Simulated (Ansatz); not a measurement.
## Electronic structure of ClGaH$_{3}$O$_{2}$ (SMILES [OH][Ga]([OH2+])[Cl]) (charge +1) in real space

```xyz
7

Cl    1.3935   -2.7095    1.9634
Ga    1.2912   -0.6427    1.9324
O     1.8606    0.7744    2.7343
O     0.0886   -0.2604    0.4117
H     1.6100    1.6622    2.4388
H    -0.2244    0.5951    0.0672
H    -0.2965   -0.9841   -0.1173
```

Geometry: r2SCAN-D4/def2-SVP.

Theory: isolated molecule in a Gaussian basis; Kohn-Sham density functional theory, functional PBE0 (Ansatz 0.2.0).

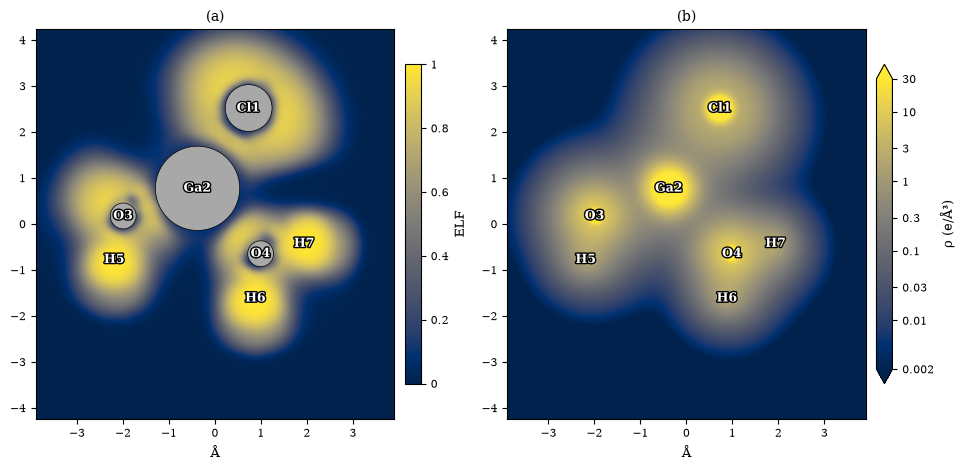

Figure 1. (a) ELF; (b) total electron density on the molecular plane. Grey discs cover the atomic cores in the ELF map.

### Interpret the plot.

The plane passes through Cl, Ga, O and H nuclei.
Ga–O (1.72 Å): ρ is about 1.1 e/Å³ halfway; the ELF peaks at about 0.85 in the valence shell of O, 0.6 Å from its nucleus, and is about 0.25 at the midpoint.
Ga–Cl (2.07 Å): ρ is about 0.84 e/Å³ halfway; the ELF peaks at about 0.80 in the valence shell of Cl, 0.9 Å from its nucleus, and is about 0.55 at the midpoint.
O–H (0.97 Å): ρ at the midpoint is about 3.7 e/Å³; the ELF climbs to about 1 towards the hydrogen, as it does in any bond to H: an ordinary covalent bond to hydrogen.
Ga–O (1.98 Å): ρ at the midpoint is about 0.56 e/Å³; the ELF peaks at about 0.90 in the valence shell of O, 0.6 Å from its nucleus, and is about 0.20 at the midpoint.
The ELF also peaks beside O3 and Cl1, away from the bonds: lone-pair regions.

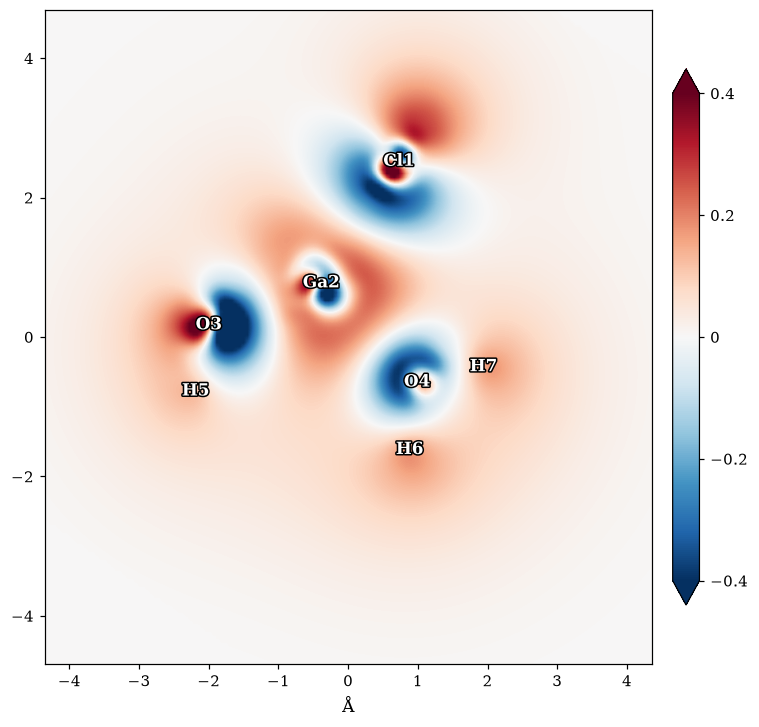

Figure 2. The LUMO on the molecular plane (values in Å⁻³ᐟ²; the overall sign is arbitrary).

### What is the character of this orbital?

By Hirshfeld shares it lies mainly on Ga2 (about 45 %), Cl1 (about 20 %), O3 (about 10 %), O4 (about 10 %) and H6 (about 5 %); it is symmetric in the molecular plane (an in-plane orbital: σ, lone-pair or in-plane π type). Its energy is −7.09 eV.
